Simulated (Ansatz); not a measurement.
# Geometry relaxation of HfHCl3F2 (part 1 of 2)

- system: HfHCl3F2
- method: RHF/def2-SVP (Ansatz 0.2.0)

It belongs to a series of runs on one base structure; here: end point B relaxed.

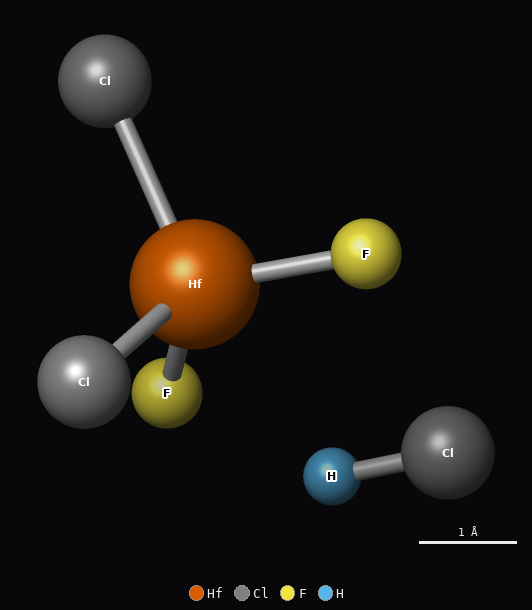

Fig. 1: The input geometry (ball-and-stick view, seen at a tilt). Sticks mark near contacts. Bond lengths as drawn: Cl–H 1.32 Å, Cl–Hf 2.36 Å and F–Hf 1.90 to 1.95 Å.

Summary

```csv
quantity,value
outcome,converged
total energy,−44223.6956 eV
mean-field energy,−44223.6956 eV
largest force (length of the vector) at the end,0.003 eV/Å
hardware,"2 threads of Intel Xeon (Sapphire Rapids), 32 GiB of memory available, shared host"
wall time,58 s (CPU time 1.8 min)
peak memory,0.3 GiB
```

Input
```yaml
crystal:
  periodic: [false, false, false]
  atoms:
    - { symbol: Hf, position_ang: [0.30831, -0.47332, -0.461382] }
    - { symbol: Cl, position_ang: [-0.017443, 0.054642, 3.209409] }
    - { symbol: Cl, position_ang: [2.138644, 0.192747, -1.786709] }
    - { symbol: F, position_ang: [-0.613201, 1.109769, 0.030744] }
    - { symbol: Cl, position_ang: [-1.197441, -1.78484, -1.712262] }
    - { symbol: F, position_ang: [1.026908, -1.619394, 0.94476] }
    - { symbol: H, position_ang: [0.669724, -1.046305, 2.958141] }
basis:
  gaussian: { orbitals: def2-SVP }
hamiltonian:
  xc: hf
relax:
  f_tol: 0.03
  max_steps: 50
output:
  orbitals: {}
```

Launched with:
```bash
ansatz run input.yaml --threads 2 --pin off --max-ram 3072MiB --backend cpu --events-out ev --progress --plain --runs-dir out
```

Output
```
The last accepted step is kept in [file] (removed where the run ends without a failure and the disk answers)
Engine: ansatz 0.2.0, x86_64-unknown-linux-gnu
Functional definition: HF
  exchange = exact_x
  correlation = 0
1187 factors; integrals over basis functions are off by at most 2.8e-4 eV
mean field evaluation 1: about -44218.6226 eV, gradient 4.7e1 eV
mean field evaluation 2: about -44218.7248 eV, gradient 4.7e1 eV
mean field evaluation 4: about -44223.4503 eV, gradient 2.3e0 eV
mean field evaluation 8: about -44223.4966 eV, gradient 2.2e-1 eV
mean field -44223.49682183 eV, -1625.1835324396 hartree, gradient 8.3e-5 eV, S^2 0.000000; 0 other end points of the search recorded, 0 dependent functions left out
the calculation of the forces begins
reference -44223.49682183 eV, -1625.1835324396 hartree; 41, 41 occupied and 78, 78 virtual orbitals, 1187 factors
relax step   1: F+E_penalty+E_count = -44223.49682183 eV  Δ(F+E_penalty+E_count) = +0.000e0 eV  max|allowed force component| = 1.237e0 eV/Å  Δτ_max = 0.0000 Å  (38 SCF iters, accepted)
these checks for a lower state are left out or cut short: starts, cluster_reference, orbital_swaps, neighbouring_geometries, increment
1187 factors; integrals over basis functions are off by at most 2.7e-4 eV
mean field evaluation 16: about -44223.5559 eV, gradient 1.2e0 eV
mean field -44223.55932065 eV, -1625.1858292286 hartree, gradient 1.1e-5 eV, S^2 0.000000; 0 other end points of the search recorded, 0 dependent functions left out
[... from here on the field's lines of each further geometry are left out, up to the last ...]
relax step   2: F+E_penalty+E_count = -44223.55932065 eV  Δ(F+E_penalty+E_count) = -6.250e-2 eV  max|allowed force component| = 5.964e-1 eV/Å  Δτ_max = 0.1958 Å  (38 SCF iters, accepted)
relax step   3: F+E_penalty+E_count = -44223.57576165 eV  Δ(F+E_penalty+E_count) = -1.644e-2 eV  max|allowed force component| = 4.598e-1 eV/Å  Δτ_max = 0.1957 Å  (38 SCF iters, accepted)
relax step   4: F+E_penalty+E_count = -44223.57247200 eV  Δ(F+E_penalty+E_count) = +3.290e-3 eV  max|allowed force component| = 4.079e-1 eV/Å  Δτ_max = 0.0339 Å  (37 SCF iters, rejected (line search))
relax step   5: F+E_penalty+E_count = -44223.58328818 eV  Δ(F+E_penalty+E_count) = -7.527e-3 eV  max|allowed force component| = 1.504e-1 eV/Å  Δτ_max = 0.0163 Å  (37 SCF iters, accepted)
relax step   6: F+E_penalty+E_count = -44223.58704245 eV  Δ(F+E_penalty+E_count) = -3.754e-3 eV  max|allowed force component| = 6.716e-2 eV/Å  Δτ_max = 0.0677 Å  (37 SCF iters, accepted)
relax step   7: F+E_penalty+E_count = -44223.58982799 eV  Δ(F+E_penalty+E_count) = -2.786e-3 eV  max|allowed force component| = 8.630e-3 eV/Å  Δτ_max = 0.1010 Å  (37 SCF iters, accepted)
relax step   8: F+E_penalty+E_count = -44223.57847687 eV  Δ(F+E_penalty+E_count) = +1.135e-2 eV  max|allowed force component| = 6.157e-1 eV/Å  Δτ_max = 0.1956 Å  (37 SCF iters, rejected (line search))
relax step   9: F+E_penalty+E_count = -44223.59129029 eV  Δ(F+E_penalty+E_count) = -1.462e-3 eV  max|allowed force component| = 7.991e-2 eV/Å  Δτ_max = 0.0820 Å  (37 SCF iters, accepted)
relax step  10: F+E_penalty+E_count = -44223.59156181 eV  Δ(F+E_penalty+E_count) = -2.715e-4 eV  max|allowed force component| = 2.431e-1 eV/Å  Δτ_max = 0.0980 Å  (38 SCF iters, accepted)
relax step  11: F+E_penalty+E_count = -44223.59361732 eV  Δ(F+E_penalty+E_count) = -2.056e-3 eV  max|allowed force component| = 1.952e-1 eV/Å  Δτ_max = 0.0660 Å  (37 SCF iters, accepted)
relax step  12: F+E_penalty+E_count = -44223.60584765 eV  Δ(F+E_penalty+E_count) = -1.223e-2 eV  max|allowed force component| = 3.741e-2 eV/Å  Δτ_max = 0.2000 Å  (37 SCF iters, accepted)
relax step  13: F+E_penalty+E_count = -44223.61301520 eV  Δ(F+E_penalty+E_count) = -7.168e-3 eV  max|allowed force component| = 1.962e-1 eV/Å  Δτ_max = 0.1202 Å  (38 SCF iters, accepted)
relax step  14: F+E_penalty+E_count = -44223.62011046 eV  Δ(F+E_penalty+E_count) = -7.095e-3 eV  max|allowed force component| = 6.626e-1 eV/Å  Δτ_max = 0.1950 Å  (37 SCF iters, accepted)
relax step  15: F+E_penalty+E_count = -44223.62990795 eV  Δ(F+E_penalty+E_count) = -9.797e-3 eV  max|allowed force component| = 9.030e-1 eV/Å  Δτ_max = 0.1945 Å  (37 SCF iters, accepted)
relax step  16: F+E_penalty+E_count = -44223.64283323 eV  Δ(F+E_penalty+E_count) = -1.293e-2 eV  max|allowed force component| = 8.225e-1 eV/Å  Δτ_max = 0.1958 Å  (37 SCF iters, accepted)
relax step  17: F+E_penalty+E_count = -44223.67644986 eV  Δ(F+E_penalty+E_count) = -3.362e-2 eV  max|allowed force component| = 5.003e-1 eV/Å  Δτ_max = 0.1925 Å  (37 SCF iters, accepted)
relax step  18: F+E_penalty+E_count = -44223.68745266 eV  Δ(F+E_penalty+E_count) = -1.100e-2 eV  max|allowed force component| = 2.930e-1 eV/Å  Δτ_max = 0.1812 Å  (38 SCF iters, accepted)
relax step  19: F+E_penalty+E_count = -44223.69259879 eV  Δ(F+E_penalty+E_count) = -5.146e-3 eV  max|allowed force component| = 1.032e-1 eV/Å  Δτ_max = 0.0700 Å  (37 SCF iters, accepted)
relax step  20: F+E_penalty+E_count = -44223.69439772 eV  Δ(F+E_penalty+E_count) = -1.799e-3 eV  max|allowed force component| = 6.779e-2 eV/Å  Δτ_max = 0.0846 Å  (38 SCF iters, accepted)
relax step  21: F+E_penalty+E_count = -44223.69307470 eV  Δ(F+E_penalty+E_count) = +1.323e-3 eV  max|allowed force component| = 8.367e-2 eV/Å  Δτ_max = 0.0463 Å  (37 SCF iters, rejected (line search))
relax step  22: F+E_penalty+E_count = -44223.69537616 eV  Δ(F+E_penalty+E_count) = -9.784e-4 eV  max|allowed force component| = 3.423e-2 eV/Å  Δτ_max = 0.0231 Å  (37 SCF iters, accepted)
the calculation of the forces begins
reference -44223.69556897 eV, -1625.1908362622 hartree; 41, 41 occupied and 78, 78 virtual orbitals, 1188 factors
relax step  23: F+E_penalty+E_count = -44223.69556897 eV  Δ(F+E_penalty+E_count) = -1.928e-4 eV  max|allowed force component| = 2.371e-3 eV/Å  Δτ_max = 0.0107 Å  (38 SCF iters, accepted)
1188 factors; integrals over basis functions are off by at most 2.4e-4 eV
mean field evaluation 224: about -44223.6956 eV, gradient 6.3e-3 eV
```

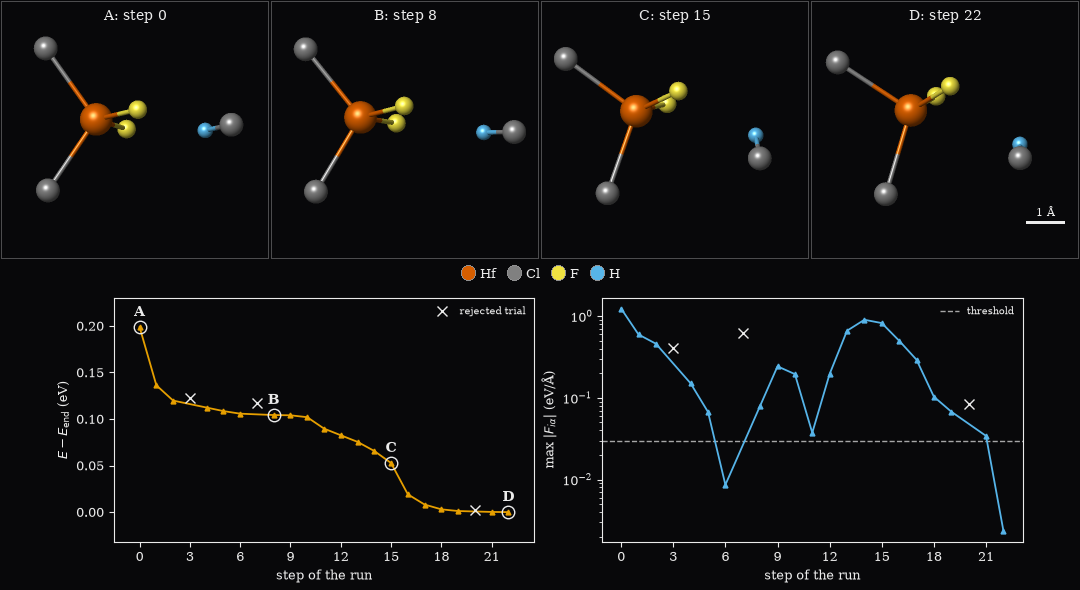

Fig. 2: Frames of the relaxation (ball-and-stick view, seen at a tilt) above the curves, on which the letters mark them (the first geometry is step 0 here and step 1 in the log).

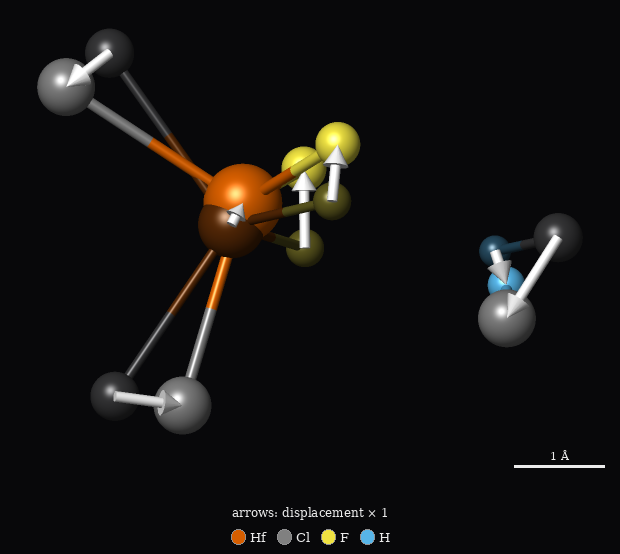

Fig. 3: Start (faint) and end (solid) with the displacements as white arrows, at true length (ball-and-stick view, seen at a tilt). The two geometries are laid on each other by the best rigid fit. Cl2 moves most after the best rigid fit: 1.08 Å. Largest moves by element: Cl 1.08 Å, F 0.89 Å, H 0.41 Å, Hf 0.28 Å. Among the contacts that change: Cl2–H7 1.322 → 1.276 Å, Hf1–F6 1.951 → 1.916 Å, Hf1–Cl5 2.356 → 2.374 Å, Hf1–F4 1.897 → 1.904 Å. Among the angles that change: F4–Hf1–Cl5 107.0° → 113.3°, Cl3–Hf1–Cl5 110.8° → 106.2°, F4–Hf1–F6 118.8° → 115.1°. The energy falls by 0.199 eV in 22 geometry steps. The largest force component goes from 1.2 to 0.0024 eV/Å. The line search rejected the trial steps at points 3, 7, 20 (counted from 0) and went back. (Atoms are counted from 1 in the order of the input.)

```
mean field -44223.69556897 eV, -1625.1908362622 hartree, gradient 1.2e-5 eV, S^2 0.000000; 1 other end points of the search recorded, 0 dependent functions left out
the calculation of the forces begins
reference -44223.69556897 eV, -1625.1908362622 hartree; 41, 41 occupied and 78, 78 virtual orbitals, 1188 factors
Total energy: -44223.69556897 eV, -1625.1908362622 hartree
Atom 0 at     0.491778    -0.345646    -0.342864 Å, force     0.002371     0.000657     0.000976 eV/Å
Atom 1 at    -0.674719    -0.523505     2.686768 Å, force     0.001037     0.001049    -0.000717 eV/Å
Atom 2 at     1.729334    -0.083679    -2.338252 Å, force    -0.000034     0.000345     0.000845 eV/Å
Atom 3 at    -0.102736     1.418180     0.057741 Å, force    -0.000827     0.001075    -0.000679 eV/Å
Atom 4 at    -1.279412    -1.841566    -0.853356 Å, force    -0.002017    -0.001797    -0.000011 eV/Å
Atom 5 at     1.772074    -1.069199     0.884725 Å, force     0.000577    -0.000067    -0.001099 eV/Å
Atom 6 at     0.379182    -1.121286     3.087939 Å, force    -0.001106    -0.001261     0.000684 eV/Å
Dipole moment:     0.061969    -0.145311     0.526001 e Å
```

Trajectory as extended XYZ (Å, eV, eV/Å), 23 frames, from step=1 to step=23
```
7
Properties=species:S:1:pos:R:3:forces:R:3 step=1 energy=-44223.49682
Hf    0.3083   -0.4733   -0.4614    0.2955  -0.4630   0.6015
Cl   -0.0174    0.0546    3.2094    0.7401  -1.1943  -0.1906
Cl    2.1386    0.1927   -1.7867    0.0424   0.0076  -0.0543
F    -0.6132    1.1098    0.0307    0.0015   0.0016   0.0050
Cl   -1.1974   -1.7848   -1.7123   -0.0294  -0.0346  -0.0453
F     1.0269   -1.6194    0.9448   -0.2775   0.4455  -0.6893
H     0.6697   -1.0463    2.9581   -0.7726   1.2371   0.3730
7
Properties=species:S:1:pos:R:3:forces:R:3 step=2 energy=-44223.55932
Hf    0.3144   -0.4800   -0.5149    0.0673  -0.1137  -0.1677
Cl   -0.0181    0.0415    3.4048    0.3761  -0.5964  -0.2252
Cl    2.1452    0.1842   -1.8492    0.0000  -0.0063  -0.0095
F    -0.6041    1.1010   -0.0092    0.0001   0.0065   0.1157
Cl   -1.1951   -1.7942   -1.7675    0.0039  -0.0032  -0.0039
F     1.0225   -1.6084    0.8660   -0.0892   0.1524   0.0358
H     0.6506   -1.0107    3.0526   -0.3583   0.5607   0.2548
7
Properties=species:S:1:pos:R:3:forces:R:3 step=3 energy=-44223.57576
Hf    0.3142   -0.4766   -0.5657   -0.1240   0.1873  -0.3951
Cl   -0.0204    0.0347    3.4135    0.2923  -0.4598  -0.0634
Cl    2.1477    0.1793   -1.9055    0.0034  -0.0036   0.0010
F    -0.5984    1.0975   -0.0235    0.0056  -0.0026   0.0644
Cl   -1.1945   -1.7990   -1.8158    0.0004  -0.0041   0.0046
F     0.9972   -1.5609    0.8348    0.1184  -0.1757   0.3152
H     0.6697   -1.0417    3.2449   -0.2961   0.4585   0.0735
7
Properties=species:S:1:pos:R:3:forces:R:3 step=4 energy=-44223.57247 accepted=F
Hf    0.3134   -0.4696   -0.5823   -0.0698   0.1315   0.4079
Cl   -0.0144    0.0197    3.3972    0.1714  -0.2756  -0.0029
Cl    2.1499    0.1750   -1.8865    0.2813   0.0927  -0.2464
F    -0.5991    1.1046   -0.0353    0.0144  -0.0155   0.0133
Cl   -1.1918   -1.8042   -1.7824   -0.2326  -0.2100  -0.2338
F     0.9895   -1.5390    0.8482    0.0237  -0.0182   0.0272
H     0.6680   -1.0534    3.2237   -0.1885   0.2952   0.0347
7
Properties=species:S:1:pos:R:3:forces:R:3 step=5 energy=-44223.58329
Hf    0.3145   -0.4753   -0.5791   -0.0630   0.1071  -0.0940
Cl   -0.0184    0.0268    3.4276    0.0381  -0.0646   0.0039
Cl    2.1493    0.1769   -1.9110    0.0548   0.0187  -0.0524
F    -0.5952    1.0964   -0.0230    0.0152  -0.0201   0.0330
Cl   -1.1947   -1.8022   -1.8150   -0.0485  -0.0424  -0.0473
F     0.9970   -1.5528    0.8356    0.0464  -0.0640   0.1504
H     0.6631   -1.0366    3.2476   -0.0431   0.0653   0.0065
```
